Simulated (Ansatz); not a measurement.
Input file:

```
crystal:
  lattice:
    - [4.383649195, 0.0, 0.0]
    - [-2.1918245975, 3.7963515641, 0.0]
    - [0.0, 0.0, 3.0322324642]
  atoms:
    - { symbol: Li, position: [0.6666666667, 0.3333333333, 0.5] }
    - { symbol: Ru, position: [0.0, 0.0, 0.0] }
    - { symbol: Pb, position: [0.3333333333, 0.6666666667, 0.5] }
basis:
  ecutwfc: 420
kpoints:
  mp_grid: { grid: [12, 12, 16] }
hamiltonian:
  xc: pbe
scf:
  occupations: { method: gaussian, width: 0.1 }
output:
  forces: true
  stress: true
  eigenvalues: true
  write_density: true
  write_potential: true
  elf: true
  volumetric_format: npy
relax:
  adjacent_minimum: "off"
  f_tol: 0.01
  max_steps: 80
  cell: { stress_tol: 0.05 }
```

Command:

```sh
ansatz run input.yaml --threads 1 --pin off --max-ram 2048MiB --backend cpu --events-out ev --progress --plain --runs-dir out
```

Below, planes, directions and counts refer to the conventional cell (a = 4.39 Å, b = 4.39 Å, c = 3.02 Å, α = 90.00°, β = 90.00°, γ = 120.00°).

The fields are those of the relaxed geometry.

Space group P-6m2; a structure generated by program, which may or may not match a known phase; computed without spin polarisation.

Computed with DFT PBE, scalar-relativistic, plane waves, PAW in Ansatz 0.2.0.

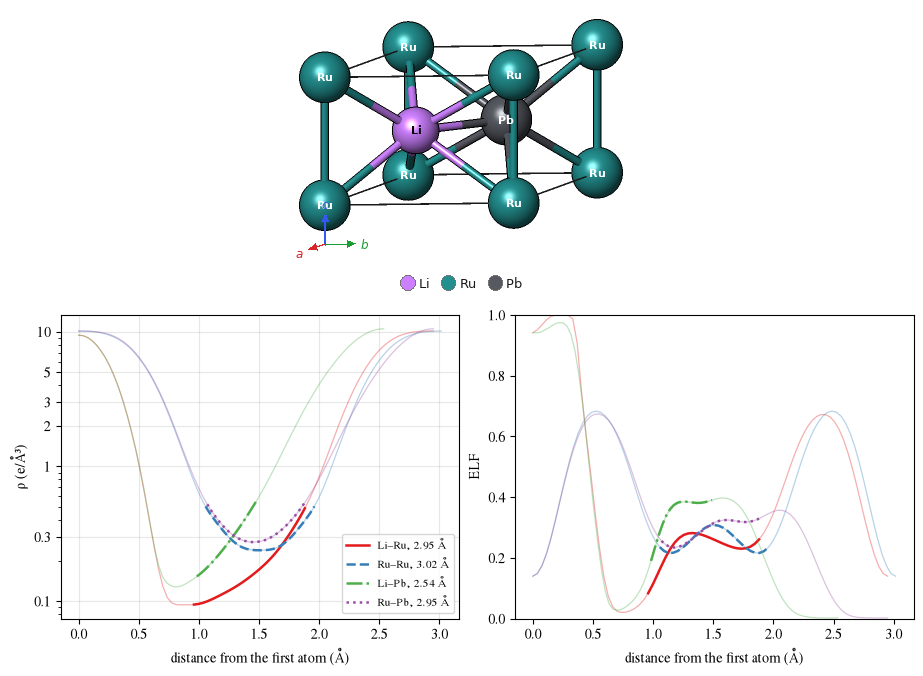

LiRuPb. Valence electron density and electron localisation function along straight lines between neighbouring atoms. Thin, pale parts lie inside the atomic spheres. The structure is drawn too.

The density is the valence pseudo-density of a PAW calculation; it isn't the true density close to the nuclei.

Question: Compare the contacts.

Answer: Li–Ru (2.95 Å): the density is about 0.16 e/Å³ at the midpoint; the ELF is about 0.25 at the midpoint: no localised pair shows between them.
Ru–Ru (3.02 Å): the density is about 0.24 e/Å³ at the midpoint; the ELF is about 0.30 at the midpoint: no shared electron pair shows on this line.
Li–Pb (2.54 Å): ρ is about 0.29 e/Å³ halfway; the ELF is about 0.40 at the midpoint.
Ru–Pb (2.95 Å): the density is about 0.27 e/Å³ at the midpoint; the ELF is about 0.30 at the midpoint (no shared electron pair shows on this line).
